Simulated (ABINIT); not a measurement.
**KBr (Fm-3m): changed settings of a GW run in ABINIT**

What do changed inputs do to GW on KBr (Fm-3m)?

Method: PBE and many-body steps on it, plane waves, in ABINIT 10.8.3.

## 1. Starting point

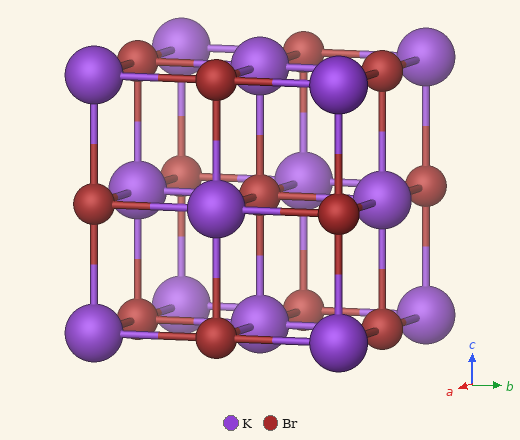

The cell as given, slightly off an axis (potassium purple, bromine red). This picture shows the conventional cell, with its axes. Some periodic images of atoms are drawn too.

The cell and positions come from the Crystallography Open Database and are kept as given unless a step says otherwise.

## 2. Screening, 4×4×4 mesh, 442 bands, screening to 266.7 eV

This step: ABINIT 10.8.3; RPA screening on PBE, plane waves, norm-conserving pseudopotentials.

The RPA dielectric matrix is built and inverted for each q.

run.abi reads:

```
acell 3*1.0 Angstrom
rprim 
  0.000000000000 3.300000000000 3.300000000000
  3.300000000000 0.000000000000 3.300000000000
  3.300000000000 3.300000000000 0.000000000000
ntypat 2
znucl 19 35
natom 2
typat 1 2
xred 
  0.000000000000 0.000000000000 0.000000000000
  0.500000000000 0.500000000000 0.500000000000
pp_dirpath "pseudos"
pseudos "K.upf, Br.upf"
ecut 33
ngkpt 4 4 4
nshiftk 1
shiftk 0 0 0
kptopt 1
chksymbreak 0
istwfk *1
occopt 1
irdwfk 1
optdriver 3
nband 442
ecuteps 9.8
inclvkb 2
awtr 1
symchi 1
indata_prefix "in"
outdata_prefix "out"
tmpdata_prefix "tmp"
```

Launch:

```console
$ OMP_NUM_THREADS=1 mpirun -n 4 abinit run.abi > log
```

Log:

```text
.Version 10.8.3 of ABINIT. v10.8.2 released Aug 2026.

 Symmetries : space group Fm -3 m (#225); Bravais cF (face-center cubic)
[... echo of the input left out ...]
== DATASET  1 ==================================================================
-   mpi_nproc: 4, omp_nthreads: 1 (-1 if OMP is not activated)

--- !DatasetInfo
iteration_state: {dtset: 1, }
dimensions: {natom: 2, nkpt: 8, mband: 442, nsppol: 1, nspinor: 1, nspden: 1, mpw: 4477, }
cutoff_energies: {ecut:  33.0, pawecutdg:  -1.0, }
electrons: {nelect:   1.60000000E+01, charge:   0.00000000E+00, occopt:   1.00000000E+00, tsmear:   1.00000000E-02, }

 SCREENING: Calculation of the susceptibility and dielectric matrices

 Based on a program developped by R.W. Godby, V. Olevano, G. Onida, and L. Reining.
 Incorporated in ABINIT by V. Olevano, G.-M. Rignanese, and M. Torrent.
.Using double precision arithmetic ; gwpc =  8

[... cell and pseudopotentials left out ...]
--------------------------------------------------------------------------------

 ==== K-mesh for the wavefunctions ====
 Number of points in the irreducible wedge :     8
[... list of points left out ...]
 Together with 48 symmetry operations and time-reversal symmetry
 yields    64 points in the full Brillouin Zone.

 ==== Q-mesh for the screening function ====
 Number of points in the irreducible wedge :     8
[... list of points left out ...]
 Together with 48 symmetry operations and time-reversal symmetry
 yields    64 points in the full Brillouin Zone.

 setmesh: FFT mesh size selected  =    36x   36x   36
          total number of points  =        46656

 vcoul_init : cutoff-mode = AUXILIARY_FUNCTION
 q-points for optical limit:   1
     1)      0.000010    0.000020    0.000030

- screening: taking advantage of time-reversal symmetry
- Maximum band index for partially occupied states nbvw = 8
- Remaining bands to be divided among processors   nbcw = 434
- Number of bands treated by each node ~108

 Number of electrons calculated from density =   16.0000; Expected =   16.0000
 average of density, n =  0.032988
 r_s =    1.9343
 omega_plasma =   17.5199 [eV]

 calculating chi0 at frequencies [eV] :
  1    0.000000E+00    0.000000E+00
  2    0.000000E+00    1.751989E+01

--------------------------------------------------------------------------------
  q-point number  1        q = ( 0.000000, 0.000000, 0.000000) [r.l.u.]
--------------------------------------------------------------------------------
[... chi0 elements left out ...]
 For q-point:  0.000010 0.000020 0.000030
  dielectric constant =   2.3738
  dielectric constant without local fields =   2.8543

  Average fulfillment of the sum rule on Im[epsilon] for q-point    1 :     91.26  [%]
[... wings left out ...]
  q-point number  2        q = ( 0.250000, 0.000000, 0.000000) [r.l.u.]
--------------------------------------------------------------------------------
[... chi0 elements left out ...]
  Average fulfillment of the sum rule on Im[epsilon] for q-point    2 :     93.19  [%]

 [... 6 further q-points ...]
```

Wall time 6.1 min (4 MPI ranks of Arm Neoverse V1, shared host); peak memory 3.5 GiB; 24 min of CPU time.

Numbers from this step:

```
ε∞ with local fields, on this mesh, along the program's q direction : 2.374
the same without local fields                                       : 2.854
plasma frequency                                                    : 17.52 eV
plane waves in the screening matrix                                 : 725
```

Local fields lower ε∞ by 17 %.

## 3. Base

The self-energy is evaluated for the states that the input lists, and the levels follow from it, in one-shot runs by the linearised quasiparticle equation.

This step: G0W0 on PBE, plane waves, norm-conserving pseudopotentials.

run.abi: that of step 2 with these lines changed.

```diff
@@ -23,8 +23,15 @@
 irdwfk 1
-optdriver 3
+optdriver 4
 nband 442
+gwcalctyp 0
+ecutsigx 33
+symsigma 1
+nkptgw 1
+kptgw 
+  0.0000000000 0.0000000000 0.0000000000
+bdgw 
+  6 12
 ecuteps 9.8
-inclvkb 2
-awtr 1
-symchi 1
+irdscr 1
+ppmodel 1
 indata_prefix "in"
```

Log:

```text
.Version 10.8.3 of ABINIT. v10.8.2 released Aug 2026.

 Symmetries : space group Fm -3 m (#225); Bravais cF (face-center cubic)
[... echo of the input left out ...]
== DATASET  1 ==================================================================
-   mpi_nproc: 4, omp_nthreads: 1 (-1 if OMP is not activated)

--- !DatasetInfo
iteration_state: {dtset: 1, }
dimensions: {natom: 2, nkpt: 8, mband: 442, nsppol: 1, nspinor: 1, nspden: 1, mpw: 4477, }
cutoff_energies: {ecut:  33.0, pawecutdg:  -1.0, }
electrons: {nelect:   1.60000000E+01, charge:   0.00000000E+00, occopt:   1.00000000E+00, tsmear:   1.00000000E-02, }

 SIGMA: Calculation of the GW corrections

 Based on a program developped by R.W. Godby, V. Olevano, G. Onida, and L. Reining.
 Incorporated in ABINIT by V. Olevano, G.-M. Rignanese, and M. Torrent.
.Using double precision arithmetic ; gwpc =  8

[... cell and pseudopotentials left out ...]
--------------------------------------------------------------------------------

 ==== K-mesh for the wavefunctions ====
 Number of points in the irreducible wedge :     8
[... list of points left out ...]
 Together with 48 symmetry operations and time-reversal symmetry
 yields    64 points in the full Brillouin Zone.

 ==== Q-mesh for screening function ====
 Number of points in the irreducible wedge :     8
[... list of points left out ...]
 Together with 48 symmetry operations and time-reversal symmetry
 yields    64 points in the full Brillouin Zone.

 vcoul_init : cutoff-mode = AUXILIARY_FUNCTION
 q-points for optical limit:   1
     1)      0.000010    0.000020    0.000030
 setmesh: FFT mesh size selected  =    45x   45x   45
          total number of points  =        91125

 Number of electrons calculated from density =   16.0000; Expected =   16.0000
 average of density, n =  0.032988
 r_s =    1.9343
 omega_plasma =   17.5199 [eV]

 === KS Band Gaps ===
  >>>> For spin  1
   Minimum direct gap =   4.4359 [eV], located at k-point      :   0.0000  0.0000  0.0000
   Fundamental gap    =   4.4359 [eV], Top of valence bands at :   0.0000  0.0000  0.0000
                                       Bottom of conduction at :   0.0000  0.0000  0.0000
 SIGMA fundamental parameters:
 PLASMON POLE MODEL  1
 number of plane-waves for SigmaX                 4477
 number of plane-waves for SigmaC and W            725
 number of plane-waves for wavefunctions          4477
 number of bands                                   442
 number of independent spin polarizations            1
 number of spinorial components                      1
 number of k-points in IBZ                           8
 number of q-points in IBZ                           8
 number of symmetry operations                      48
 number of k-points in BZ                           64
 number of q-points in BZ                           64
 number of frequencies for dSigma/dE                 9
 frequency step for dSigma/dE [eV]                0.25
 number of omega for Sigma on real axis              0
 max omega for Sigma on real axis  [eV]           0.00
 zcut for avoiding poles [eV]                     0.10

 EPSILON^-1 parameters (SCR file):
 dimension of the eps^-1 matrix on file            725
 dimension of the eps^-1 matrix used               725
 number of plane-waves for wavefunctions          4477
 number of bands                                   442
 number of q-points in IBZ                           8
 number of frequencies                               2
 number of real frequencies                          1
 number of imag frequencies                          1

 matrix elements of self-energy operator (all in [eV])

 Perturbative Calculation

--- !SelfEnergy_ee
iteration_state: {dtset: 1, }
kpoint     : [   0.000,    0.000,    0.000, ]
spin       : 1
KS_gap     :    4.436
QP_gap     :    7.006
Delta_QP_KS:    2.570
data: !SigmaeeData |
     Band     E0 <VxcDFT>   SigX SigC(E0)      Z dSigC/dE  Sig(E)    E-E0       E
        6  -0.010 -12.760 -16.565   1.343   0.813  -0.230 -14.762  -2.002  -2.011
        7  -0.010 -12.760 -16.565   1.343   0.813  -0.230 -14.762  -2.002  -2.011
        8  -0.010 -12.760 -16.565   1.343   0.813  -0.230 -14.762  -2.002  -2.011
        9   4.426  -6.661  -3.089  -2.914   0.864  -0.157  -6.093   0.568   4.994
       10   7.598  -8.409  -3.762  -3.140   0.858  -0.165  -7.116   1.293   8.892
       11   7.598  -8.409  -3.762  -3.140   0.858  -0.165  -7.116   1.293   8.892
       12   7.598  -8.409  -3.762  -3.140   0.858  -0.165  -7.116   1.293   8.892

== END DATASET(S) ==============================================================
================================================================================

 -outvars: echo values of variables after computation  --------
           etotal      0.0000000000E+00
            nband         442
             nkpt           8
          spgroup         225
 [... the other variables as echoed above ...]

 Calculation completed.
```

Wall time 2.6 min (4 MPI ranks); peak memory 4.2 GiB; 10 min of CPU time.

This step gave:

* G0W0 gap on the points computed: 7.005 eV
* starting gap on the mesh: 4.436 eV
* k of the valence top: 0, 0, 0
* k of the conduction bottom: 0, 0, 0
* Z at the valence top: 0.813
* Z at the conduction bottom: 0.864
* least direct G0W0 gap on the computed points: 7.005 eV

The gap on the mesh goes from 4.44 eV to 7.00 eV, a correction of +2.57 eV.

## 4. Coulomb singularity

run.abi: that of step 3 with these lines changed.

```diff
@@ -36,2 +36,3 @@
 ppmodel 1
+gw_icutcoul 7
 indata_prefix "in"
```

Log:

```text
.Version 10.8.3 of ABINIT. v10.8.2 released Aug 2026.

 Symmetries : space group Fm -3 m (#225); Bravais cF (face-center cubic)
[... echo of the input left out ...]
== DATASET  1 ==================================================================
-   mpi_nproc: 4, omp_nthreads: 1 (-1 if OMP is not activated)

--- !DatasetInfo
iteration_state: {dtset: 1, }
dimensions: {natom: 2, nkpt: 8, mband: 442, nsppol: 1, nspinor: 1, nspden: 1, mpw: 4477, }
cutoff_energies: {ecut:  33.0, pawecutdg:  -1.0, }
electrons: {nelect:   1.60000000E+01, charge:   0.00000000E+00, occopt:   1.00000000E+00, tsmear:   1.00000000E-02, }

 SIGMA: Calculation of the GW corrections

 Based on a program developped by R.W. Godby, V. Olevano, G. Onida, and L. Reining.
 Incorporated in ABINIT by V. Olevano, G.-M. Rignanese, and M. Torrent.
.Using double precision arithmetic ; gwpc =  8

[... cell and pseudopotentials left out ...]
--------------------------------------------------------------------------------

 ==== K-mesh for the wavefunctions ====
 Number of points in the irreducible wedge :     8
[... list of points left out ...]
 Together with 48 symmetry operations and time-reversal symmetry
 yields    64 points in the full Brillouin Zone.

 ==== Q-mesh for screening function ====
 Number of points in the irreducible wedge :     8
[... list of points left out ...]
 Together with 48 symmetry operations and time-reversal symmetry
 yields    64 points in the full Brillouin Zone.

 vcoul_init : cutoff-mode = AUX_GB
 q-points for optical limit:   1
     1)      0.000010    0.000020    0.000030
 setmesh: FFT mesh size selected  =    45x   45x   45
          total number of points  =        91125

 Number of electrons calculated from density =   16.0000; Expected =   16.0000
[...]
number of q-points in BZ                           64
 number of frequencies for dSigma/dE                 9
 frequency step for dSigma/dE [eV]                0.25
 number of omega for Sigma on real axis              0
 max omega for Sigma on real axis  [eV]           0.00
 zcut for avoiding poles [eV]                     0.10

 EPSILON^-1 parameters (SCR file):
 dimension of the eps^-1 matrix on file            725
 dimension of the eps^-1 matrix used               725
 number of plane-waves for wavefunctions          4477
 number of bands                                   442
 number of q-points in IBZ                           8
 number of frequencies                               2
 number of real frequencies                          1
 number of imag frequencies                          1

 matrix elements of self-energy operator (all in [eV])

 Perturbative Calculation

--- !SelfEnergy_ee
iteration_state: {dtset: 1, }
kpoint     : [   0.000,    0.000,    0.000, ]
spin       : 1
KS_gap     :    4.436
QP_gap     :    7.020
Delta_QP_KS:    2.584
data: !SigmaeeData |
     Band     E0 <VxcDFT>   SigX SigC(E0)      Z dSigC/dE  Sig(E)    E-E0       E
        6  -0.010 -12.760 -16.614   1.357   0.813  -0.231 -14.789  -2.029  -2.038
        7  -0.010 -12.760 -16.614   1.357   0.813  -0.231 -14.789  -2.029  -2.038
        8  -0.010 -12.760 -16.614   1.357   0.813  -0.231 -14.789  -2.029  -2.038
        9   4.426  -6.661  -3.089  -2.929   0.864  -0.158  -6.105   0.555   4.981
       10   7.598  -8.409  -3.762  -3.155   0.858  -0.166  -7.129   1.280   8.879
       11   7.598  -8.409  -3.762  -3.155   0.858  -0.166  -7.129   1.280   8.879
       12   7.598  -8.409  -3.762  -3.155   0.858  -0.166  -7.129   1.280   8.879

== END DATASET(S) ==============================================================
================================================================================

 -outvars: echo values of variables after computation  --------
           etotal      0.0000000000E+00
            nband         442
             nkpt           8
          spgroup         225
 [... the other variables as echoed above ...]

 Calculation completed.
```

Elapsed: 2.6 min, on 4 MPI ranks; peak memory 4.2 GiB.

This step gave:

* G0W0 gap on the points computed: 7.019 eV
* starting gap on the mesh: 4.436 eV
* k of the valence top: 0, 0, 0
* k of the conduction bottom: 0, 0, 0
* Z at the valence top: 0.813
* Z at the conduction bottom: 0.864
* least direct G0W0 gap on the computed points: 7.019 eV

Against G0W0 in ABINIT (4×4×4 mesh, 442 bands, screening to 266.7 eV, Godby-Needs plasmon pole), the gap moves by +0.014 eV.

## 5. The runs together

Times are wall times on 4 MPI ranks of Arm Neoverse V1, shared host, good to a factor of about two. A run's time includes the screening step that it read.

```tsv
run	mesh	bands	screening cutoff (eV)	DFT gap (eV)	gap on the mesh (eV)	direct (eV)	ε∞ used	time
base	4×4×4	442	266.7	4.436	7.005	7.005	2.37	8.7 min
Coulomb singularity	4×4×4	442	266.7	4.436	7.019	7.019	2.37	8.7 min
```

## 6. Summary of results

```json
{
 "base": "7.005 eV",
 "Coulomb singularity": "7.019 eV",
 "known limits": "not at the basis limit; no spin-orbit coupling"
}
```

In words: Coulomb singularity: +0.014 eV against base (keys changed: gw_icutcoul). Bands and cutoff are finite, so the gap is not at the basis limit. The miss can reach some tenths of an eV and take either sign; the mesh is an error of its own. In the G0W0 runs levels were corrected at 1 k point alone, so a gap called «on the mesh» is the least over those, and an edge elsewhere would be missed. The many-body steps are scalar-relativistic: spin-orbit coupling is not in them.

[Paths, hosts, dates, memory and timing lines, banners, echoed tables and standing remarks are left out of the program output.]

[Logs are printed without paths, hosts, clocks, repeated set-up lines and the standing remarks that a program may print on its own settings, such as how far it seeks lower states.]

[Runs of the session that timed out or met a known fault of the program may be left out.]

[Hosts, paths, dates, database ids (printed as entryN), source tags and the programs' standing remarks are cut or masked in the printed files.]

[G0W0 gaps are taken among the corrected bands and points alone; a level outside them can change the order at an edge.]

[Where Ansatz stands beside ABINIT at settings called matched, ABINIT's density can come from a denser mesh and the files from another edition; pairs whose starting gaps differed by over 0.03 eV were left out, so agreement reads better than it is.]
